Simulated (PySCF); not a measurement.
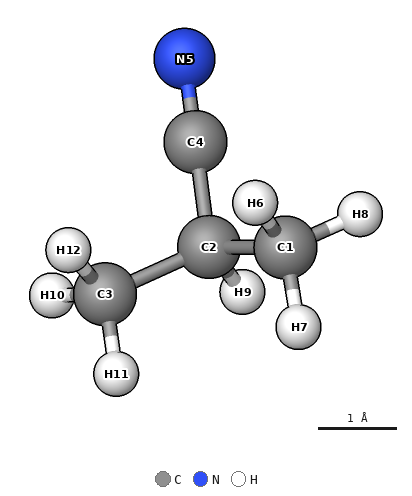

Fig. 1: The structure (ball-and-stick view, seen at a tilt; atoms are numbered from 1 in the order of the input).

# What a change does: NMR shielding calculation on C₄H₇N

System: C₄H₇N (isobutyronitrile).
Method of run 1: GIAO B97-2/pcSseg-2 NMR shielding, non-relativistic, gas phase (PySCF 2.14.0).

The geometry comes from this level: PBE0-D3(BJ)/def2-SVP. Text and figures count atoms from 1; the logs count them from 0 in places.

Input, run 1:
```
{"job": {"kind": "nmr", "xc": "B97-2", "basis": "pcSseg-2", "pop": false}, "charge": 0, "multiplicity": 1}
C      1.233496    -0.595494    -0.002049
C      0.035897     0.299115    -0.326437
C     -1.300336    -0.371281    -0.001061
C      0.151695     1.583767     0.369443
N      0.245759     2.590624     0.932809
H      1.252182    -0.848844     1.068554
H      1.165793    -1.531985    -0.575151
H      2.183391    -0.103345    -0.253552
H      0.056391     0.536467    -1.404689
H     -2.149967     0.272194    -0.269531
H     -1.389025    -1.314107    -0.560380
H     -1.369779    -0.599850     1.073053
```

The first line tells a small driver script what to run in PySCF; the rest is the geometry in Å.

Launched with:
```bash
OMP_NUM_THREADS=1 python <driver script> task.json out
```

Hardware: 1 CPU thread, shared host.

Output (run 1):
```
coarse grid: 9752 points
cycle   1  E = -211.3208399743  dE =  3.356e-01  |g| = 4.817e-01  |ddm| = 2.268e+00
cycle   2  E = -211.1734063608  dE =  1.474e-01  |g| = 9.538e-01  |ddm| = 1.117e+00
cycle   3  E = -211.3707817094  dE = -1.974e-01  |g| = 1.718e-01  |ddm| = 7.850e-01
cycle   4  E = -211.3775925072  dE = -6.811e-03  |g| = 3.582e-02  |ddm| = 1.186e-01
cycle   5  E = -211.3778786105  dE = -2.861e-04  |g| = 8.978e-03  |ddm| = 3.359e-02
cycle   6  E = -211.3778980158  dE = -1.941e-05  |g| = 1.364e-03  |ddm| = 9.943e-03
cycle   7  E = -211.3778984166  dE = -4.007e-07  |g| = 3.596e-04  |ddm| = 1.429e-03
final grid: 93432 points
cycle   8  E = -211.3804043728  dE = -9.484e-05  |g| = 2.878e-03  |ddm| = 7.530e-02
cycle   9  E = -211.3804017072  dE =  2.666e-06  |g| = 4.412e-03  |ddm| = 4.798e-03
cycle  10  E = -211.3804058030  dE = -4.096e-06  |g| = 1.413e-03  |ddm| = 3.117e-03
cycle  11  E = -211.3804062032  dE = -4.002e-07  |g| = 3.534e-04  |ddm| = 9.402e-04
cycle  12  E = -211.3804062311  dE = -2.788e-08  |g| = 4.502e-05  |ddm| = 2.253e-04
cycle  13  E = -211.3804062316  dE = -4.719e-10  |g| = 1.060e-05  |ddm| = 4.008e-05
converged SCF energy = -211.3804062316

GIAO shielding tensors (ppm)
atom      isotropic    diamagn.    paramagn.     s11        s22        s33       span
  0 C      160.938     243.133     -82.195    146.214    153.622    182.979     36.764
  1 C      159.806     242.344     -82.538    149.451    161.157    168.809     19.358
  2 C      161.000     243.189     -82.190    146.477    153.544    182.978     36.502
  3 C       54.930     265.207    -210.277    -67.941    -61.635    294.366    362.308
  4 N      -27.953     335.764    -363.716   -190.312   -185.360    291.813    482.126
  5 H       30.191      30.381      -0.190     27.084     28.414     35.074      7.989
  6 H       30.368      30.008       0.361     26.350     28.183     36.572     10.222
  7 H       29.872      28.966       0.906     25.807     27.706     36.104     10.296
  8 H       28.853      29.621      -0.769     25.976     26.458     34.125      8.149
  9 H       29.873      29.004       0.868     25.816     27.677     36.125     10.309
 10 H       30.378      30.048       0.330     26.340     28.235     36.559     10.219
 11 H       30.188      30.403      -0.215     27.082     28.401     35.080      7.999
```

For run 2 the input was changed thus:
```diff
-"xc": "B97-2"
+"xc": "WP04"
```

Predict how the results change.

The total energies belong to different methods, so their difference says nothing on which is more stable or more accurate. The HOMO goes from −8.94 to −10.26 eV. The LUMO goes from 0.12 to −1.48 eV. Of all shieldings, the largest change is that of C2, by −14.6 ppm. The functional changes from B97-2 to WP04. Exact exchange removes part of the self-interaction error of semilocal functionals, which pushes filled and empty levels apart. The SCF takes 14 iterations against 13.

Output (run 2):
```
coarse grid: 9752 points
cycle   1  E = -216.5686140267  dE =  2.973e-01  |g| = 7.315e-01  |ddm| = 2.174e+00
cycle   2  E = -216.2373785952  dE =  3.312e-01  |g| = 1.396e+00  |ddm| = 1.556e+00
cycle   3  E = -216.6568145810  dE = -4.194e-01  |g| = 3.985e-01  |ddm| = 1.150e+00
cycle   4  E = -216.6933058327  dE = -3.649e-02  |g| = 4.867e-02  |ddm| = 2.326e-01
cycle   5  E = -216.6937756312  dE = -4.698e-04  |g| = 2.025e-02  |ddm| = 5.629e-02
cycle   6  E = -216.6938750037  dE = -9.937e-05  |g| = 2.753e-03  |ddm| = 2.117e-02
cycle   7  E = -216.6938767344  dE = -1.731e-06  |g| = 6.638e-04  |ddm| = 2.819e-03
final grid: 93432 points
cycle   8  E = -216.7082757112  dE = -1.406e-04  |g| = 7.773e-03  |ddm| = 8.692e-02
cycle   9  E = -216.7082634809  dE =  1.223e-05  |g| = 1.039e-02  |ddm| = 1.131e-02
cycle  10  E = -216.7082875476  dE = -2.407e-05  |g| = 3.716e-03  |ddm| = 7.057e-03
cycle  11  E = -216.7082903372  dE = -2.790e-06  |g| = 8.234e-04  |ddm| = 2.309e-03
cycle  12  E = -216.7082904688  dE = -1.317e-07  |g| = 2.094e-04  |ddm| = 5.608e-04
cycle  13  E = -216.7082904797  dE = -1.086e-08  |g| = 3.006e-05  |ddm| = 2.275e-04
cycle  14  E = -216.7082904799  dE = -1.843e-10  |g| = 7.107e-06  |ddm| = 2.601e-05
converged SCF energy = -216.7082904799

GIAO shielding tensors (ppm)
atom      isotropic    diamagn.    paramagn.     s11        s22        s33       span
  0 C      149.010     242.588     -93.578    134.840    141.581    170.608     35.768
  1 C      145.179     242.537     -97.358    133.389    147.143    155.005     21.616
  2 C      149.060     242.655     -93.595    135.072    141.506    170.601     35.530
  3 C       45.831     264.443    -218.612    -81.363    -75.413    294.267    375.630
  4 N      -39.408     330.589    -369.996   -208.722   -204.329    294.828    503.551
  5 H       30.402      30.869      -0.467     27.449     28.741     35.014      7.565
  6 H       30.609      30.298       0.312     26.829     28.581     36.419      9.590
  7 H       30.140      29.367       0.773     26.356     28.125     35.937      9.580
  8 H       29.151      30.052      -0.901     26.436     27.044     33.973      7.537
  9 H       30.141      29.408       0.733     26.368     28.098     35.957      9.590
 10 H       30.618      30.343       0.275     26.817     28.630     36.407      9.590
 11 H       30.398      30.889      -0.491     27.448     28.728     35.019      7.571
```

The two runs side by side:

```csv
quantity,run 1,run 2
outcome,converged,converged
total energy (hartree),−211.380406,−216.708290
HOMO (eV),−8.94,−10.26
LUMO (eV),0.12,−1.48
dipole moment (D),4.17,4.19
shielding of C1 (ppm),160.9,149.0
shielding of C2 (ppm),159.8,145.2
shielding of C3 (ppm),161.0,149.1
shielding of C4 (ppm),54.9,45.8
shielding of N5 (ppm),−28.0,−39.4
shielding of H9 (ppm),28.9,29.2
shielding of H10 (ppm),29.9,30.1
SCF iterations,13,14
basis functions,278,278
wall time (shared host),28 s,29 s
```
